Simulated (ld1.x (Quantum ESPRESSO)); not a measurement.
# How the radius of the s waves shapes a TM potential for Pt

Aim: generate and test one potential in full, then change the radius of the s waves and see what happens to hardness, ghosts and transferability.

Program: ld1.x (Quantum ESPRESSO) 7.5. Reference atom: PBE, scalar-relativistic, spherical and spin-unpolarised. All values are calculated.

### Step 1. The atom and the settings

The settings as typed:

```json
{"element": "platinum (Pt, Z = 78)", "type": "norm-conserving Troullier–Martins (Kleinman–Bylander form)", "frozen core": "[Xe] 4f14", "valence charge": "10", "reference configuration": "5d9 6s1 6p0", "partial waves": "6p (bound, empty): rc 4.00 bohr; 5d (bound): rc 1.90 bohr; 6s (bound): rc 2.55 bohr", "local potential": "the s channel", "core correction": "not asked for"}
```

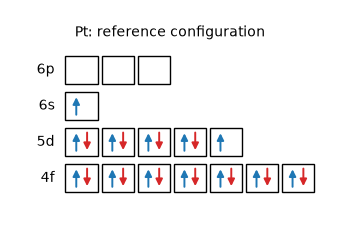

The outer shells as boxes. The arrows follow Hund's rule for the drawing; the calculation itself is spin-unpolarised.

### Step 2. The first potential

File Pt.in:

```
 &input
   title='Pt', zed=78., rel=1, dft='PBE', iswitch=3,
   config='[Xe] 4f14 5d9 6s1 6p0',
   nld=3, rlderiv=4.35, eminld=-2.0, emaxld=5.0, deld=0.02
 /
 &inputp
   pseudotype=2, tm=.true., lloc=0,
   nlcc=.false.,
   file_pseudopw='Pt.UPF', file_wfcaegen='ae.wfc', file_wfcncgen='nc.wfc', file_beta='beta', file_chi='chi'
 /
3
6P  2  1   0.00   0.00  4.00  4.00  0.0
5D  3  2   9.00   0.00  1.90  1.90  0.0
6S  1  0   1.00   0.00  2.55  2.55  0.0
 &test
   configts(1)='5d9 6s1 6p0'
 /
```

Started as:

```
$ ld1.x < Pt.in > Pt.out
```

What the program wrote to Pt.out (without the banner and most projector matrices):

```text
     Program LD1 v.7.5
     --------------------------- All-electron run ----------------------------

     Pt
     scalar relativistic calculation

     atomic number is 78.00
     dft =PBE   lsd =0 sic =0 latt =0  beta=0.20 tr2=1.0E-14
     Exchange-correlation= PBE
                           (   1   4   3   4   0   0   0)
     mesh =1277 r(mesh) =  98.81913 a.u. xmin = -7.00 dx = 0.01250
     1 Ry =  13.60569312 eV, c = 137.03599908

     n l     nl                  e(Ry)          e(Ha)          e(eV)
     1 0     1S 1( 2.00)     -5765.1789     -2882.5894    -78439.2542
     2 0     2S 1( 2.00)     -1012.7710      -506.3855    -13779.4512
     2 1     2P 1( 6.00)      -877.5779      -438.7889    -11940.0552
     3 0     3S 1( 2.00)      -237.8928      -118.9464     -3236.6959
     3 1     3P 1( 6.00)      -198.5305       -99.2653     -2701.1453
     4 0     4S 1( 2.00)       -51.1201       -25.5601      -695.5248
     4 1     4P 1( 6.00)       -38.2145       -19.1072      -519.9347
     3 2     3D 1(10.00)      -155.8883       -77.9441     -2120.9682
     5 0     5S 1( 2.00)        -7.4835        -3.7418      -101.8186
     5 1     5P 1( 6.00)        -4.1173        -2.0586       -56.0182
     4 2     4D 1(10.00)       -22.5518       -11.2759      -306.8335
     4 3     4F 1(14.00)        -5.1506        -2.5753       -70.0775
     5 2     5D 1( 9.00)        -0.4514        -0.2257        -6.1410
     6 0     6S 1( 1.00)        -0.4159        -0.2080        -5.6590
     6 1     6P 1( 0.00)        -0.0618        -0.0309        -0.8404

     final scf error:  8.4E-15 reached in  33 iterations

     Etot =  -36827.040744 Ry,  -18413.520372 Ha, -501057.414987 eV

     Ekin =   41083.472486 Ry,   20541.736243 Ha,  558969.119073 eV
     Encl =  -91527.342179 Ry,  -45763.671089 Ha,-1245292.930048 eV
     Eh   =   14325.193858 Ry,    7162.596929 Ha,  194904.191556 eV
     Exc  =    -708.364909 Ry,    -354.182454 Ha,   -9637.795568 eV

     normalization and overlap integrals

     s(1S/1S) =  1.000000  <r> =   0.0171  <r2> =    0.0004  r(max) =   0.0106
     s(2S/2S) =  1.000000  <r> =   0.0723  <r2> =    0.0062  r(max) =   0.0612
     s(2P/2P) =  1.000000  <r> =   0.0652  <r2> =    0.0052  r(max) =   0.0507
     s(3S/3S) =  1.000000  <r> =   0.1871  <r2> =    0.0400  r(max) =   0.1726
     s(3P/3P) =  1.000000  <r> =   0.1882  <r2> =    0.0411  r(max) =   0.1726
     s(4S/4S) =  1.000000  <r> =   0.4150  <r2> =    0.1944  r(max) =   0.3890
     s(4P/4P) =  1.000000  <r> =   0.4419  <r2> =    0.2219  r(max) =   0.4089
     s(3D/3D) =  1.000000  <r> =   0.1704  <r2> =    0.0340  r(max) =   0.1396
     s(5S/5S) =  1.000000  <r> =   0.9525  <r2> =    1.0184  r(max) =   0.8657
     s(5P/5P) =  1.000000  <r> =   1.1047  <r2> =    1.3824  r(max) =   0.9810
     s(4D/4D) =  1.000000  <r> =   0.4682  <r2> =    0.2534  r(max) =   0.4193
     s(4F/4F) =  1.000000  <r> =   0.5162  <r2> =    0.3247  r(max) =   0.3842
     s(5D/5D) =  1.000000  <r> =   1.6991  <r2> =    3.5189  r(max) =   1.2596
     s(6S/6S) =  1.000000  <r> =   2.9330  <r2> =    9.9362  r(max) =   2.3828
     s(6P/6P) =  1.000000  <r> =   5.0579  <r2> =   31.0052  r(max) =   3.6906

     ------------------------ End of All-electron run ------------------------

     --------------------- Generating NC pseudopotential ---------------------

      Generating local pot.: lloc=0, matching radius rcloc =   2.5500

      Wfc   6P  rcut= 4.028  Using Troullier-Martins method

      Wfc   5D  rcut= 1.903  Using Troullier-Martins method

     ------------------- End of pseudopotential generation -------------------

     [... the all-electron block is printed once more ...]


     Computing logarithmic derivative in   4.36912
     Computing logarithmic derivative in   4.36912
     Computing the partial wave expansion
       no projector for channel:   0
     R is outside the sphere for l=    1 j= 0.00
     R is outside the sphere for l=    2 j= 0.00

     ---------------------- Testing the pseudopotential ----------------------

     Pt
     scalar relativistic calculation

     atomic number is 78.00   valence charge is 10.00
     dft =PBE   lsd =0 sic =0 latt =0  beta=0.20 tr2=1.0E-14
     mesh =1277 r(mesh) =  98.81913 xmin = -7.00 dx = 0.01250

     n l     nl             e AE (Ry)        e PS (Ry)    De AE-PS (Ry)
     3 2     5D   1( 9.00)       -0.45135       -0.45136        0.00000
     1 0     6S   1( 1.00)       -0.41593       -0.41593        0.00000
     2 1     6P   1( 0.00)       -0.06177       -0.06177        0.00000

     eps = 5.6E-15  iter = 28

     Etot =  -36827.040744 Ry,  -18413.520372 Ha, -501057.414987 eV
     Etotps =   -52.291836 Ry,     -26.145918 Ha,    -711.466673 eV

     Ekin =      40.791817 Ry,      20.395909 Ha,     555.000950 eV
     Encl =     -89.809160 Ry,     -44.904580 Ha,   -1221.915874 eV
     Ehrt =      50.405509 Ry,      25.202755 Ha,     685.801893 eV
     Ecxc =      -8.733236 Ry,      -4.366618 Ha,    -118.821723 eV
     Epseu=     -44.946767 Ry,     -22.473383 Ha,    -611.531919 eV

     ---------------------- End of pseudopotential test ----------------------
```

Run time: 3.1 s. Hardware: 1 thread, shared host. (Generation and the later configuration tests together.)

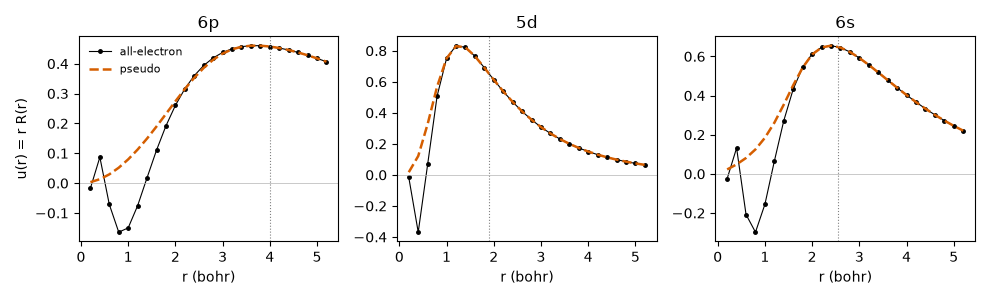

All-electron and pseudo partial waves (6p, 5d, 6s), with the matching radii dotted. The curves join 26 sampled radii, too few to resolve the innermost nodes.

### Step 3. Transferability test

File Pt.test.in:

```
 &input
   title='Pt', zed=78., rel=1, dft='PBE', iswitch=2,
   config='[Xe] 4f14 5d9 6s1 6p0'
 /
 &test
   file_pseudo='Pt.UPF', nconf=8,
   configts(1)='5d9 6s1 6p0',
   configts(2)='5d9 6s0 6p0',
   configts(3)='5d8 6s0 6p0',
   configts(4)='5d7 6s0 6p0',
   configts(5)='5d9 6s0 6p1',
   configts(6)='5d8 6s2 6p0',
   configts(7)='5d10 6s0 6p0',
   configts(8)='5d8 6s1 6p0'
 /
```

Started as:

```
$ ld1.x < Pt.test.in > Pt.test.out
```

Pt.test.out, the pseudopotential blocks:

```text
     ---------------------- Testing the pseudopotential ----------------------

     Pt
     scalar relativistic calculation

     atomic number is 78.00   valence charge is 10.00
     dft =PBE   lsd =0 sic =0 latt =0  beta=0.20 tr2=1.0E-14
     mesh =1277 r(mesh) =  98.81913 xmin = -7.00 dx = 0.01250

     n l     nl             e AE (Ry)        e PS (Ry)    De AE-PS (Ry)
     3 2     5D   1( 9.00)       -0.45135       -0.45136        0.00000
     1 0     6S   1( 1.00)       -0.41593       -0.41593        0.00000
     2 1     6P   1( 0.00)       -0.06177       -0.06177        0.00000

     eps = 7.7E-15  iter = 28

     Etot =  -36827.040744 Ry,  -18413.520372 Ha, -501057.414987 eV
     Etotps =   -52.291836 Ry,     -26.145918 Ha,    -711.466672 eV

     Ekin =      40.791817 Ry,      20.395909 Ha,     555.000950 eV
     Encl =     -89.809160 Ry,     -44.904580 Ha,   -1221.915874 eV
     Ehrt =      50.405509 Ry,      25.202755 Ha,     685.801892 eV
     Ecxc =      -8.733236 Ry,      -4.366618 Ha,    -118.821723 eV
     Epseu=     -44.946767 Ry,     -22.473383 Ha,    -611.531918 eV

     ---------------------- End of pseudopotential test ----------------------

     ---------------------- Testing the pseudopotential ----------------------

     Pt
     [...]
     n l     nl             e AE (Ry)        e PS (Ry)    De AE-PS (Ry)
     3 2     5D   1( 9.00)       -1.05131       -1.04907       -0.00224
     1 0     6S   1( 0.00)       -0.94666       -0.94576       -0.00090
     2 1     6P   1( 0.00)       -0.48931       -0.49008        0.00077

     eps = 1.1E-15  iter =  9

     Etot =  -36826.365005 Ry,  -18413.182502 Ha, -501048.221089 eV
     Etotps =   -51.616118 Ry,     -25.808059 Ha,    -702.273057 eV
     dEtot_ae =       0.675739 Ry
     dEtot_ps =       0.675718 Ry,   Delta E=       0.000021 Ry

     [...]
     ---------------------- End of pseudopotential test ----------------------

     ---------------------- Testing the pseudopotential ----------------------

     Pt
     [...]
     n l     nl             e AE (Ry)        e PS (Ry)    De AE-PS (Ry)
     3 2     5D   1( 8.00)       -1.90197       -1.90812        0.00614  !
     1 0     6S   1( 0.00)       -1.62679       -1.62452       -0.00227
     2 1     6P   1( 0.00)       -1.05468       -1.05870        0.00402

     eps = 1.3E-15  iter = 10

     Etot =  -36824.897554 Ry,  -18412.448777 Ha, -501028.255408 eV
     Etotps =   -50.147156 Ry,     -25.073578 Ha,    -682.286816 eV
     dEtot_ae =       2.143189 Ry
     dEtot_ps =       2.144680 Ry,   Delta E=      -0.001490 Ry

     [...]
     ---------------------- End of pseudopotential test ----------------------

     ---------------------- Testing the pseudopotential ----------------------

     Pt
     [...]
     n l     nl             e AE (Ry)        e PS (Ry)    De AE-PS (Ry)
     3 2     5D   1( 7.00)       -2.84915       -2.87024        0.02108  !
     1 0     6S   1( 0.00)       -2.37844       -2.37889        0.00046
     2 1     6P   1( 0.00)       -1.70109       -1.71701        0.01591  !

     eps = 6.3E-16  iter = 10

     Etot =  -36822.529665 Ry,  -18411.264833 Ha, -500996.038641 eV
     Etotps =   -47.765609 Ry,     -23.882804 Ha,    -649.884217 eV
     dEtot_ae =       4.511078 Ry
     dEtot_ps =       4.526227 Ry,   Delta E=      -0.015149 Ry

     [...]
     ---------------------- End of pseudopotential test ----------------------

     ---------------------- Testing the pseudopotential ----------------------

     Pt
     [...]
     n l     nl             e AE (Ry)        e PS (Ry)    De AE-PS (Ry)
     3 2     5D   1( 9.00)       -0.59640       -0.59470       -0.00170
     1 0     6S   1( 0.00)       -0.52392       -0.52279       -0.00113
     2 1     6P   1( 1.00)       -0.13489       -0.13489       -0.00000

     eps = 1.5E-15  iter = 17

     Etot =  -36826.669673 Ry,  -18413.334837 Ha, -501052.366315 eV
     Etotps =   -51.921121 Ry,     -25.960560 Ha,    -706.422834 eV
     dEtot_ae =       0.371071 Ry
     dEtot_ps =       0.370715 Ry,   Delta E=       0.000355 Ry

     [...]
     ---------------------- End of pseudopotential test ----------------------

     ---------------------- Testing the pseudopotential ----------------------

     Pt
     [...]
     n l     nl             e AE (Ry)        e PS (Ry)    De AE-PS (Ry)
     3 2     5D   1( 8.00)       -0.59130       -0.59792        0.00662  !
     1 0     6S   1( 2.00)       -0.47787       -0.47669       -0.00118
     2 1     6P   1( 0.00)       -0.08528       -0.08442       -0.00086

     eps = 7.2E-15  iter = 27

     Etot =  -36826.966904 Ry,  -18413.483452 Ha, -501056.410345 eV
     Etotps =   -52.214501 Ry,     -26.107251 Ha,    -710.414484 eV
     dEtot_ae =       0.073840 Ry
     dEtot_ps =       0.077334 Ry,   Delta E=      -0.003495 Ry

     [...]
     ---------------------- End of pseudopotential test ----------------------

     ---------------------- Testing the pseudopotential ----------------------

     Pt
     [...]
     n l     nl             e AE (Ry)        e PS (Ry)    De AE-PS (Ry)
     3 2     5D   1(10.00)       -0.32789       -0.32463       -0.00326
     1 0     6S   1( 0.00)       -0.35939       -0.36176        0.00237
     2 1     6P   1( 0.00)       -0.04081       -0.04214        0.00133

     eps = 2.5E-15  iter = 10

     Etot =  -36827.042042 Ry,  -18413.521021 Ha, -501057.432653 eV
     Etotps =   -52.289797 Ry,     -26.144898 Ha,    -711.438930 eV
     dEtot_ae =      -0.001298 Ry
     dEtot_ps =       0.002039 Ry,   Delta E=      -0.003338 Ry

     [...]
     ---------------------- End of pseudopotential test ----------------------

     ---------------------- Testing the pseudopotential ----------------------

     Pt
     [...]
     n l     nl             e AE (Ry)        e PS (Ry)    De AE-PS (Ry)
     3 2     5D   1( 8.00)       -1.21272       -1.21888        0.00615  !
     1 0     6S   1( 1.00)       -1.02650       -1.02531       -0.00119
     2 1     6P   1( 0.00)       -0.53658       -0.53709        0.00051

     eps = 8.8E-15  iter = 20

     Etot =  -36826.219990 Ry,  -18413.109995 Ha, -501046.248059 eV
     Etotps =   -51.468454 Ry,     -25.734227 Ha,    -700.263984 eV
     dEtot_ae =       0.820754 Ry
     dEtot_ps =       0.823382 Ry,   Delta E=      -0.002628 Ry

     [...]
     ---------------------- End of pseudopotential test ----------------------
```

Energies count from the reference configuration 5d9 6s1 6p0; the error is all-electron less pseudo. The frozen-core shift comes from a second all-electron run, not shown, with the core orbitals held at their reference shape; it is that run's ΔE less the relaxed one.

```tsv
valence configuration	charge	ΔE all-electron (eV)	error AE − PS (meV)	frozen-core shift (meV)
5d9 6s0 6p0	+1	9.194	+0.3	+5.7
5d8 6s0 6p0	+2	29.160	-20	+37
5d7 6s0 6p0	+3	61.376	-206	+212
5d9 6s0 6p1	0	5.049	+4.8	+2.4
5d8 6s2 6p0	0	1.005	-48	+17
5d10 6s0 6p0	0	-0.018	-45	+21
5d8 6s1 6p0	+1	11.167	-36	+20
```

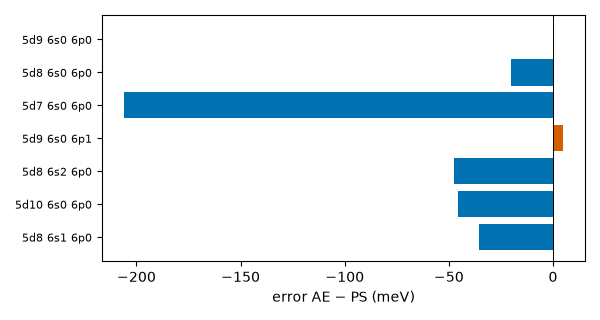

Error of the potential in each test configuration.

(Part 1 of 2 ends here.)
